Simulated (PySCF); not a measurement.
System: C$_{3}$H$_{9}$O$_{2}$PSi$_{2}$.

Input file:

```
{"job": {"kind": "uv", "xc": "B3LYP", "basis": "def2-SVPD", "nstates": 8, "ntriplets": 3}, "charge": 0, "multiplicity": 1}
C     -1.549148    -2.030082     0.041923
C     -1.339647    -0.841596    -0.505806
Si    -0.321205     0.540116     0.294113
O     -0.018417     0.234756     1.864880
C     -1.456373     2.089119     0.276025
O     -1.757360     2.637747     1.309835
Si     1.743266     0.861625    -0.731973
P      3.042107    -0.966338    -0.722706
H     -2.112026    -2.807894    -0.451384
H     -1.167439    -2.272463     1.020313
H     -1.739247    -0.655322    -1.495916
H     -0.528752     0.674368     2.544772
H     -1.832213     2.496107    -0.683285
H      2.561782     1.919481    -0.122309
H      1.591330     1.220903    -2.150554
H      2.838094    -1.250378     0.616722
H      2.038249    -1.838117    -1.114560
```

Command:

```sh
OMP_NUM_THREADS=1 python probes_run.py task.json out
```

Geometry: GFN2-xTB.

The calculation used PySCF, B3LYP/def2-SVPD, SCF density, gas phase.

### What will maps of the electron density and electron localisation function show?

C–O (1.21 Å): ρ is about 3.3 e/Å³ halfway; the ELF peaks at about 0.85 between the atoms: a multiple bond.
Si–O (1.63 Å): ρ at the midpoint is about 1.2 e/Å³; the ELF peaks at about 0.90 between the atoms (a polar covalent bond).
C–Si (1.92 Å): the density is about 0.93 e/Å³ at the midpoint; the ELF peaks at about 1 between the atoms, as expected for a covalent bond.

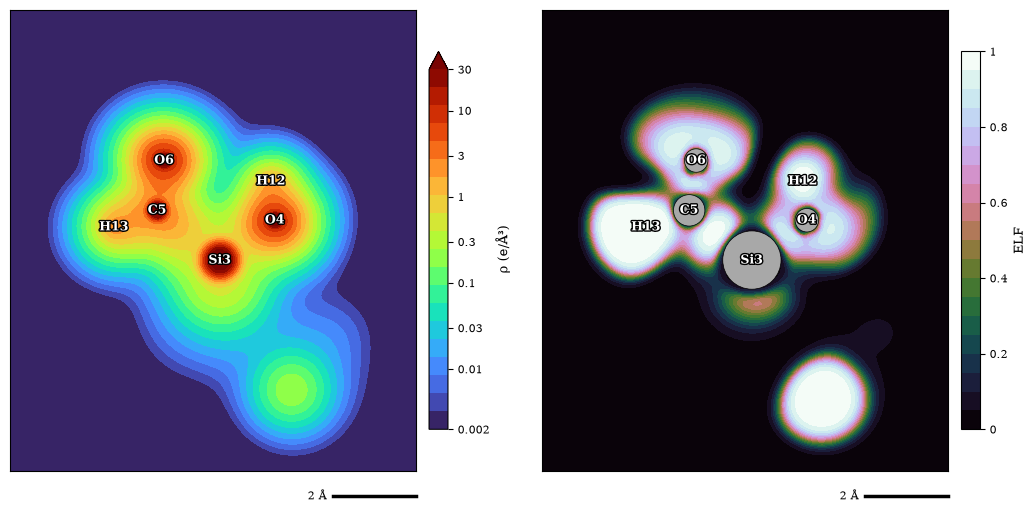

Computed electron density and electron localisation function on the plane of atoms O4, Si3 and C5, in this order. Grey discs cover the atomic cores in the ELF map. 
